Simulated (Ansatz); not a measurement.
# One shape, several levels: CClF (SMILES F[C]Cl)

Aim: a comparison of 6 runs (U-r2SCAN0/STO-3G, U-wB97M-V/STO-3G, U-wB97X/STO-3G, UBLYP/STO-3G, UBCCD(T)/STO-3G, UCCSD/STO-3G) of CClF. 

Program for the calculation: Ansatz 0.2.0.

55 further runs of the same task are left out: 10 that didn't finish, 45 set aside as unsound or not needed.

**1. The system as given**

The species is CClF (3 atoms), meant as a triplet with charge 0. SMILES: `F[C]Cl`. The C2–F1 distance was set to 1.665 Å, away from the relaxed value.

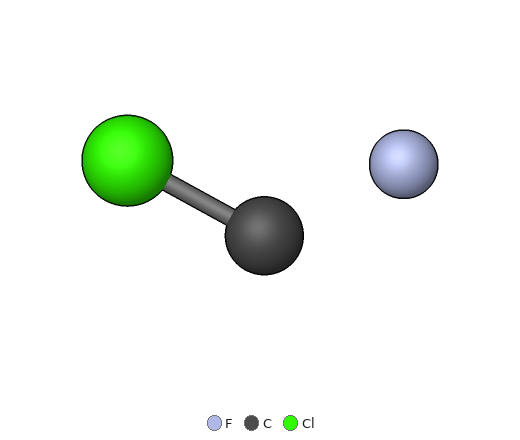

Viewed from a chosen angle; fluorine light blue, carbon dark grey, chlorine green.

**2. The energy at U-r2SCAN0/STO-3G (run 1)**

Contents of molecule.yaml:

```yaml
crystal:
  periodic: [false, false, false]
  atoms:
    - {symbol: F, position_ang: [-1.194148, 0.897417, -0.551710]}
    - {symbol: C, position_ang: [-0.216580, -0.392190, -0.160770]}
    - {symbol: Cl, position_ang: [1.215200, -0.247300, 0.634290]}
basis:
  gaussian:
    orbitals: STO-3G
magnetization:
  spin_polarized: true
  initial_magnetization: 2
hamiltonian:
  xc: {name: r2SCAN0}
accuracy: high
```

The run is started by

```sh
$ ansatz run molecule.yaml --threads 1 --pin off --max-ram 2610MiB --events-out events.jsonl --progress --plain --runs-dir runs
```

Log:

```text
Warning: RAYON_NUM_THREADS=1 ignored (pool sized by the plan → 1); use --threads N
Functional definition: r2SCAN0
  name "r2SCAN0"
  parameter a = 0.25
  parameter k0 = 0.174
  parameter k1 = 0.065
  parameter a1 = 4.9479
  exchange = (1 - a)*r2scan_x(k0 = k0, k1 = k1, a1 = a1) + a*exact_x
  correlation = r2scan_c
325 factors; integrals over basis functions are off by at most 4.2e-8 eV
mean field evaluation 1: about -16080.2333 eV, gradient 7.3e0 eV
mean field evaluation 2: about -16080.0589 eV, gradient 1.0e1 eV
mean field evaluation 4: about -16080.9058 eV, gradient 7.1e-1 eV
mean field evaluation 8: about -16080.9121 eV, gradient 3.3e-2 eV
mean field evaluation 16: about -16080.9121 eV, gradient 4.3e-5 eV
mean field -16080.91211199 eV, -590.9626200821 hartree, gradient 2.4e-8 eV, S^2 2.016164; 0 other end points of the search recorded, 0 dependent functions left out
reference -16080.91211224 eV, -590.9626200912 hartree; 17, 15 occupied and 2, 4 virtual orbitals, 325 factors
Total energy: -16080.91211224 eV, -590.9626200912 hartree
```

Run time: 2.4 s. Hardware: 1 thread of Intel Xeon Platinum 8488C (Sapphire Rapids), shared host; peak memory 0.23 GiB.

**3. The energy at U-wB97M-V/STO-3G (run 2)**

Contents of input.yaml:

```yaml
crystal:
  periodic: [false, false, false]
  atoms:
    - {symbol: F, position_ang: [-1.194148, 0.897417, -0.551710]}
    - {symbol: C, position_ang: [-0.216580, -0.392190, -0.160770]}
    - {symbol: Cl, position_ang: [1.215200, -0.247300, 0.634290]}
basis:
  gaussian:
    orbitals: STO-3G
magnetization:
  spin_polarized: true
  initial_magnetization: 2
hamiltonian:
  xc: {name: wB97M-V}
accuracy: high
```

The run is started by

```sh
$ ansatz run input.yaml --threads 1 --pin off --max-ram 2610MiB --events-out events.jsonl --progress --plain --runs-dir runs
```

Log (excerpt; [...] marks lines left out):

```text
Warning: RAYON_NUM_THREADS=1 ignored (pool sized by the plan → 1); use --threads N
Functional definition: wB97M-V
  name "wB97M-V"
[...]
  gx(w, u) = 1 - cx + cx01*u + cx10*w
  gss(w, u) = css00 + css04*u^4 + css10*w + css20*w^2 + css43*w^4*u^3
  gos(w, u) = cos00 + cos10*w + (cos20 + cos21*u)*w^2 + (cos60 + cos61*u)*w^6
[...]
      + integral(e_c_pw_mod_opposite_spin*gos(b97_w_opposite, b97_u_opposite)) + vv10(b, c)
325 factors; integrals over basis functions are off by at most 4.2e-8 eV
123 factors; integrals over basis functions are off by at most 9.2e-10 eV
[...]
mean field -16083.22309382 eV, -591.0475470977 hartree, gradient 4.4e-8 eV, S^2 2.009819; 0 other end points of the search recorded, 0 dependent functions left out
reference -16083.22309514 eV, -591.0475471461 hartree; 17, 15 occupied and 2, 4 virtual orbitals, 325 factors
Total energy: -16083.22309514 eV, -591.0475471461 hartree
```

Run time: 9.9 s. Hardware: 1 thread of Intel Xeon Platinum 8488C (Sapphire Rapids), shared host; peak memory 0.43 GiB.

**4. A single-point energy at U-wB97X/STO-3G (run 3)**

Contents of in.yaml:

```yaml
crystal:
  periodic: [false, false, false]
  atoms:
    - {symbol: F, position_ang: [-1.194148, 0.897417, -0.551710]}
    - {symbol: C, position_ang: [-0.216580, -0.392190, -0.160770]}
    - {symbol: Cl, position_ang: [1.215200, -0.247300, 0.634290]}
basis:
  gaussian:
    orbitals: STO-3G
hamiltonian:
  xc: {name: wB97X}
magnetization:
  spin_polarized: true
  initial_magnetization: 2
accuracy: high
```

The run is started by

```sh
$ ansatz run in.yaml --threads 1 --pin off --max-ram 2610MiB --events-out events.jsonl --progress --plain --runs-dir runs
```

Log (excerpt; [...] marks lines left out):

```text
Warning: RAYON_NUM_THREADS=1 ignored (pool sized by the plan → 1); use --threads N
Functional definition: wB97X
  name "wB97X"
[...]
      + exact_x_lr(omega)
[...]
      + integral(e_c_pw_opposite_spin*poly(b97_u_opposite, 1, cos1, cos2, cos3, cos4))
325 factors; integrals over basis functions are off by at most 4.2e-8 eV
123 factors; integrals over basis functions are off by at most 9.2e-10 eV
[...]
mean field -16081.71871730 eV, -590.9922622803 hartree, gradient 5.4e-8 eV, S^2 2.012735; 0 other end points of the search recorded, 0 dependent functions left out
reference -16081.71871654 eV, -590.9922622526 hartree; 17, 15 occupied and 2, 4 virtual orbitals, 325 factors
Total energy: -16081.71871654 eV, -590.9922622526 hartree
```

Wall time 4.8 s (1 thread of Intel Xeon Platinum 8488C (Sapphire Rapids), shared host); peak memory 0.35 GiB.

Runs 4 to 5 aren't shown in full; the table further down has their settings and results.

**5. The energy at UCCSD/STO-3G (run 6)**

Contents of run.yaml:

```yaml
crystal:
  periodic: [false, false, false]
  atoms:
    - {symbol: F, position_ang: [-1.194148, 0.897417, -0.551710]}
    - {symbol: C, position_ang: [-0.216580, -0.392190, -0.160770]}
    - {symbol: Cl, position_ang: [1.215200, -0.247300, 0.634290]}
basis:
  gaussian:
    orbitals: STO-3G
magnetization:
  spin_polarized: true
  initial_magnetization: 2
correlation:
  method: ccsd
  frozen_orbitals: {C: 1, Cl: 5, F: 1}
scf:
  omitted_lower_state_checks: [cluster_reference, increment]
accuracy: high
```

The run is started by

```sh
$ ansatz run run.yaml --threads 1 --pin off --max-ram 2610MiB --events-out events.jsonl --progress --plain --runs-dir runs
```

Log (excerpt; [...] marks lines left out):

```text
Warning: RAYON_NUM_THREADS=1 ignored (pool sized by the plan → 1); use --threads N
Functional definition: HF
  name "HF"
[...]
325 factors; integrals over basis functions are off by at most 4.2e-8 eV
[...]
mean field -16050.16483732 eV, -589.8326785790 hartree, gradient 2.2e-8 eV, S^2 2.088214; 3 other end points of the search recorded, 0 dependent functions left out
7 core orbitals not correlated: weight in the atoms' cores, before any rotation towards them, 1.000 or more for the frozen orbitals, at most 0.000 for the correlated occupied ones
reference -16050.16483732 eV, -589.8326785790 hartree; 10, 8 occupied and 2, 4 virtual orbitals, 325 factors
second order -1.40356859 eV of doubles, -0.00000000 eV of singles
cycle   1  -1.78367789 eV  change   -3.8e-1 eV  update   8.5e-2
[...]
cycle  30  -2.45250743 eV  change  -4.0e-10 eV  update   1.1e-9
Total energy: -16052.61734475 eV, -589.9228065648 hartree
Checks for a lower state left out: cluster_reference, increment
```

Wall time 0.3 s (1 thread of Intel Xeon Platinum 8488C (Sapphire Rapids), shared host).

**6. Overview of the runs**

```csv
run,level,frozen core orbitals,energy (Eh),⟨S²⟩,wall time
1,U-r2SCAN0/STO-3G,–,-590.962620,2.016,2.4 s
2,U-wB97M-V/STO-3G,–,-591.047547,2.010,9.9 s
3,U-wB97X/STO-3G,–,-590.992262,2.013,4.8 s
4,UBLYP/STO-3G,–,-590.914250,2.006,0.94 s
5,UBCCD(T)/STO-3G,7,-589.925048,2.088,0.46 s
6,UCCSD/STO-3G,7,-589.922807,2.088,0.3 s
```

**7. Summary of results**

| quantity | value |
| --- | --- |
| run 6: total energy | -589.92281 Eh |
| run 6: correlation energy (7 core orbitals frozen) | -90.1 mEh |
| run 6: ⟨S²⟩ of the reference determinant | 2.088 |
| run 6: T1 diagnostic | 0.038 |

What this shows: Totals of different functionals can't be ranked against each other. In runs 1, 2, 3, 4, 5, 6 the basis is minimal, so the values are rough. All runs together took 19 s, the longest 9.9 s.
